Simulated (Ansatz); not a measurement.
```xyz
8

Si   -0.8764   -0.1378    0.2282
Ge    2.0712    0.3830    0.1525
H     0.7462   -0.4545    0.8060
Cl    1.8132   -0.5888   -1.8180
Cl    0.2321    1.9271   -0.0977
H    -1.3508    0.0688    1.6147
H    -1.8597    0.3847   -0.7543
H    -0.7758   -1.5825   -0.1314
```

A transition-state structure; geometry: PBE0-D4/def2-TZVP.

Computed with RKS PBE0-D4/def2-TZVPP in Ansatz 0.2.0.

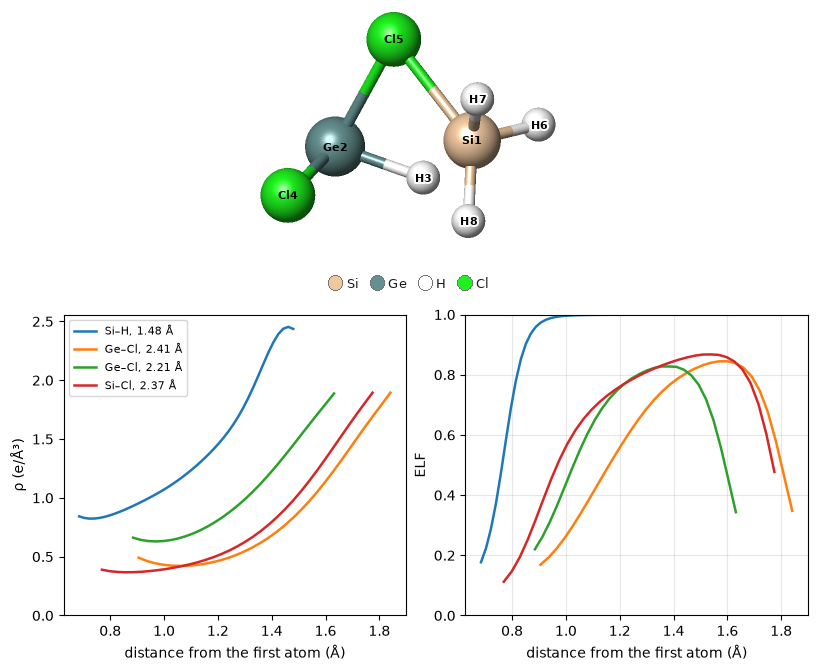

Cl$_{2}$GeH$_{4}$Si. Electron density and ELF along straight lines between neighbouring atoms. The curves leave out the atomic cores. The structure is drawn too.

Compare the contacts.

Si–H (1.48 Å): the density is about 0.82 e/Å³ at the midpoint; the ELF climbs to about 1 towards the hydrogen, as it does in any bond to H.
Ge–Cl (2.41 Å): the density is about 0.47 e/Å³ at the midpoint; the ELF peaks at about 0.85 in the valence shell of Cl, 0.8 Å from its nucleus, and is about 0.55 at the midpoint.
Ge–Cl (2.21 Å): ρ is about 0.7 e/Å³ halfway; the ELF peaks at about 0.85 in the valence shell of Cl, 0.9 Å from its nucleus, and is about 0.65 at the midpoint.
Si–Cl (2.37 Å): ρ is about 0.5 e/Å³ halfway, with its minimum of 0.37 e/Å³ about 0.9 Å from Si; the ELF peaks at about 0.85 between the atoms; a polar covalent bond.
